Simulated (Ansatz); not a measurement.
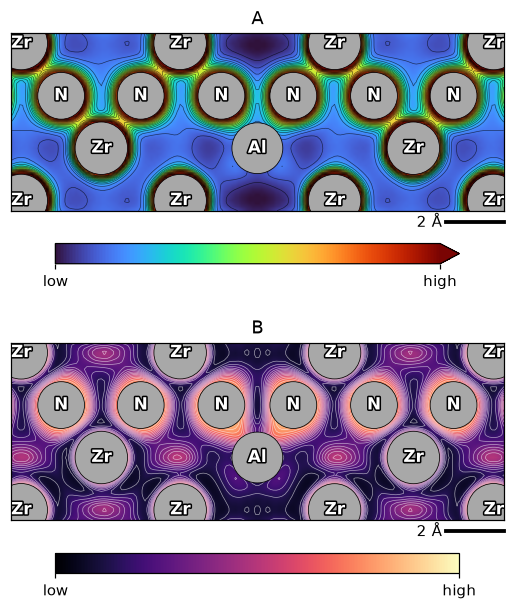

Zr5AlN6: 2 fields on the (110) plane of the conventional cell, with unlabelled colour scales. Grey discs cover the atomic cores.

Space group P-6m2; a structure generated by program, which may or may not match a known phase; computed without spin polarisation.

The calculation used DFT PBE, scalar-relativistic, plane waves, PAW (Ansatz 0.2.0).

```
Zr Al N
1.0
     3.14573    0.00000    0.00000
    -1.57286    2.72428    0.00000
     0.00000    0.00000   16.37257
Zr Al N
5 1 6
Direct
  0.33333 0.66667 0.00000
  0.33333 0.66667 0.33660
  0.33333 0.66667 0.66340
  0.66667 0.33333 0.16984
  0.66667 0.33333 0.83016
  0.66667 0.33333 0.50000
  0.00000 0.00000 0.91524
  0.00000 0.00000 0.25315
  0.00000 0.00000 0.57609
  0.00000 0.00000 0.08476
  0.00000 0.00000 0.42391
  0.00000 0.00000 0.74685
```

> The panels show electron localisation function and valence pseudo-density in some order. Assign them.

Panel A: valence pseudo-density. Panel B: electron localisation function. From the grid: Al–N (2.20 Å): ρ at the midpoint is about 0.39 e/Å³; the ELF peaks at about 0.85 in the valence shell of N, 0.7 Å from its nucleus, and is about 0.75 at the midpoint. Zr–N (2.27 Å): the density is about 0.49 e/Å³ at the midpoint; the ELF peaks at about 0.80 in the valence shell of N, 0.7 Å from its nucleus, and drops to about 0.20 between the two atoms (no localised pair shows between them).
